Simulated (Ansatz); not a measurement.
**[BH4]− (borohydride) at 6 levels**

We compute a comparison of 6 runs (CAM-B3LYP/3-21G, CAM-B3LYP/6-31G, PBE/6-31G, SVWN5/6-31G, BCCD(T)/6-31G, CCSDT/3-21G) of [BH4]− (borohydride). 

Program for the calculation: Ansatz 0.2.0.

5 further runs of the same task are left out: 4 that didn't finish, 1 set aside as unsound or not needed.

**1. Starting point**

The species is [BH4]− (5 atoms), meant as a singlet with charge -1. SMILES: `[BH4-]`. The H2–B1 distance was set to 1.842 Å, away from the relaxed value. At this shape a bond of the SMILES string is far longer than usual.

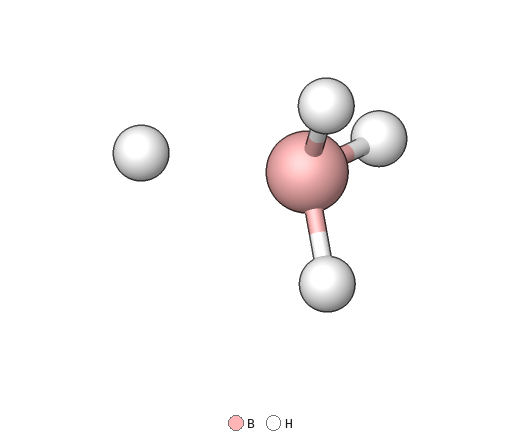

Viewed from a chosen angle; boron pink, hydrogen white.

**2. The energy at CAM-B3LYP/3-21G (run 1)**

Contents of input.yaml:

```yaml
crystal:
  periodic: [false, false, false]
  atoms:
    - {symbol: B, position_ang: [-0.341656, -0.498215, -0.109002]}
    - {symbol: H, position_ang: [0.683660, 0.997010, 0.217690]}
    - {symbol: H, position_ang: [0.384584, -1.486875, -0.175962]}
    - {symbol: H, position_ang: [-0.942166, -0.358685, -1.172252]}
    - {symbol: H, position_ang: [-1.151446, -0.646765, 0.803958]}
basis:
  gaussian: {orbitals: 3-21G.json}
total_charge: -1
hamiltonian: {xc: {name: CAM-B3LYP}}
accuracy: high
```

The basis set 3-21G is read from a file made from the Basis Set Exchange's data (not shown).

On the command line:

```
ansatz run input.yaml --threads 1 --pin off --max-ram 2610MiB --events-out events.jsonl --progress --plain --runs-dir runs
```

Standard output:

```text
Warning: RAYON_NUM_THREADS=1 ignored (pool sized by the plan → 1); use --threads N
Functional definition: CAM-B3LYP
  name "CAM-B3LYP"
  parameter alpha = 0.19
  parameter beta = 0.46
  parameter omega = 0.33/bohr
  parameter ac = 0.81
  exchange = (1 - alpha - beta)*b88_x + beta*b88_x_sr(omega) + alpha*exact_x + beta*exact_x_lr(omega)
  correlation = (1 - ac)*vwn5_c + ac*lyp_c
338 factors; integrals over basis functions are off by at most 9.5e-9 eV
167 factors; integrals over basis functions are off by at most 2.2e-9 eV
mean field evaluation 1: about -734.7656 eV, gradient 6.7e0 eV
mean field evaluation 2: about -734.9664 eV, gradient 3.4e0 eV
mean field evaluation 4: about -735.0119 eV, gradient 9.0e-2 eV
mean field evaluation 8: about -734.9860 eV, gradient 2.0e-4 eV
mean field -734.98595109 eV, -27.0102355112 hartree, gradient 2.5e-8 eV, S^2 0.000000; 0 other end points of the search recorded, 0 dependent functions left out
reference -734.98596431 eV, -27.0102359971 hartree; 5, 5 occupied and 12, 12 virtual orbitals, 338 factors
Total energy: -734.98596431 eV, -27.0102359971 hartree
```

Run time: 0.81 s. Hardware: 1 thread of Intel Xeon Platinum 8259CL at 2.50GHz (Skylake/Cascade Lake), shared host; peak memory 0.1 GiB.

**3. A single-point energy at CAM-B3LYP/6-31G (run 2)**

Contents of in.yaml:

```yaml
crystal:
  periodic: [false, false, false]
  atoms:
    - {symbol: B, position_ang: [-0.341656, -0.498215, -0.109002]}
    - {symbol: H, position_ang: [0.683660, 0.997010, 0.217690]}
    - {symbol: H, position_ang: [0.384584, -1.486875, -0.175962]}
    - {symbol: H, position_ang: [-0.942166, -0.358685, -1.172252]}
    - {symbol: H, position_ang: [-1.151446, -0.646765, 0.803958]}
basis:
  gaussian:
    orbitals: 6-31G
total_charge: -1
magnetization:
  spin_polarized: false
hamiltonian:
  xc: {name: CAM-B3LYP}
accuracy: high
```

On the command line:

```
ansatz run in.yaml --threads 1 --pin off --max-ram 2610MiB --events-out events.jsonl --progress --plain --runs-dir runs
```

Standard output:

```text
Warning: RAYON_NUM_THREADS=1 ignored (pool sized by the plan → 1); use --threads N
Functional definition: CAM-B3LYP
  name "CAM-B3LYP"
  parameter alpha = 0.19
  parameter beta = 0.46
  parameter omega = 0.33/bohr
  parameter ac = 0.81
  exchange = (1 - alpha - beta)*b88_x + beta*b88_x_sr(omega) + alpha*exact_x + beta*exact_x_lr(omega)
  correlation = (1 - ac)*vwn5_c + ac*lyp_c
413 factors; integrals over basis functions are off by at most 4.0e-9 eV
188 factors; integrals over basis functions are off by at most 1.3e-9 eV
mean field evaluation 1: about -738.6556 eV, gradient 7.6e0 eV
mean field evaluation 2: about -738.8873 eV, gradient 4.3e0 eV
mean field evaluation 4: about -738.9594 eV, gradient 9.5e-2 eV
mean field evaluation 8: about -738.9485 eV, gradient 9.8e-4 eV
mean field -738.94853342 eV, -27.1558577259 hartree, gradient 6.5e-8 eV, S^2 0.000000; 0 other end points of the search recorded, 0 dependent functions left out
reference -738.94854649 eV, -27.1558582060 hartree; 5, 5 occupied and 12, 12 virtual orbitals, 413 factors
Total energy: -738.94854649 eV, -27.1558582060 hartree
```

Wall time 1.2 s (1 thread of Intel Xeon Platinum 8259CL at 2.50GHz (Skylake/Cascade Lake), shared host); peak memory 0.1 GiB.

Runs 3 to 5 aren't shown in full; the table further down has their settings and results.

**4. A single-point energy at CCSDT/3-21G (run 6)**

Contents of job.yaml:

```yaml
basis:
  gaussian: {orbitals: 3-21G.json}
crystal:
  periodic: [false, false, false]
  atoms:
    - symbol: B
      position_ang: [-0.341656, -0.498215, -0.109002]
    - symbol: H
      position_ang: [0.683660, 0.997010, 0.217690]
    - symbol: H
      position_ang: [0.384584, -1.486875, -0.175962]
    - symbol: H
      position_ang: [-0.942166, -0.358685, -1.172252]
    - symbol: H
      position_ang: [-1.151446, -0.646765, 0.803958]
total_charge: -1
correlation: {method: ccsdt, frozen_orbitals: {B: 1, H: 0}}
accuracy: high
scf: {omitted_lower_state_checks: [cluster_reference, increment]}
```

The basis set 3-21G is read from a file made from the Basis Set Exchange's data (not shown).

On the command line:

```
ansatz run job.yaml --threads 1 --pin off --max-ram 2610MiB --events-out events.jsonl --progress --plain --runs-dir runs
```

Standard output (excerpt; [...] marks lines left out):

```text
Warning: RAYON_NUM_THREADS=1 ignored (pool sized by the plan → 1); use --threads N
Functional definition: HF
  name "HF"
[...]
338 factors; integrals over basis functions are off by at most 9.5e-9 eV
[...]
mean field -728.23636995 eV, -26.7621929794 hartree, gradient 2.2e-8 eV, S^2 0.000000; 0 other end points of the search recorded, 0 dependent functions left out
1 core orbitals not correlated: weight in the atoms' cores, before any rotation towards them, 1.000 or more for the frozen orbitals, at most 0.000 for the correlated occupied ones
reference -728.23636995 eV, -26.7621929794 hartree; 4, 4 occupied and 12, 12 virtual orbitals, 338 factors
second order -2.08701317 eV of doubles, -0.00000000 eV of singles
cycle   1  -2.51407055 eV  change   -4.3e-1 eV  update   6.5e-2
[...]
cycle  20  -2.83199615 eV  change  -6.8e-11 eV  update  1.3e-10
Total energy: -731.06836610 eV, -26.8662669181 hartree
Checks for a lower state left out: cluster_reference, increment
```

Wall time 0.4 s (1 thread of Intel Xeon Platinum 8259CL at 2.50GHz (Skylake/Cascade Lake), shared host).

**5. Overview of the runs**

| run | level | frozen core orbitals | energy (Eh) | wall time |
| --- | --- | --- | --- | --- |
| 1 | CAM-B3LYP/3-21G | – | -27.010236 | 0.81 s |
| 2 | CAM-B3LYP/6-31G | – | -27.155858 | 1.2 s |
| 3 | PBE/6-31G | – | -27.123206 | 0.72 s |
| 4 | SVWN5/6-31G | – | -26.837595 | 0.48 s |
| 5 | BCCD(T)/6-31G | 1 | -27.007345 | 0.4 s |
| 6 | CCSDT/3-21G | 1 | -26.866267 | 0.4 s |

**6. Results**

| quantity | value |
| --- | --- |
| run 6: total energy | -26.86627 Eh |
| run 6: correlation energy (1 core orbital frozen) | -104.1 mEh |
| run 6: T1 diagnostic | 0.015 |

What this shows: Totals of different functionals can't be ranked against each other. All runs together took 4.1 s, the longest 1.2 s.
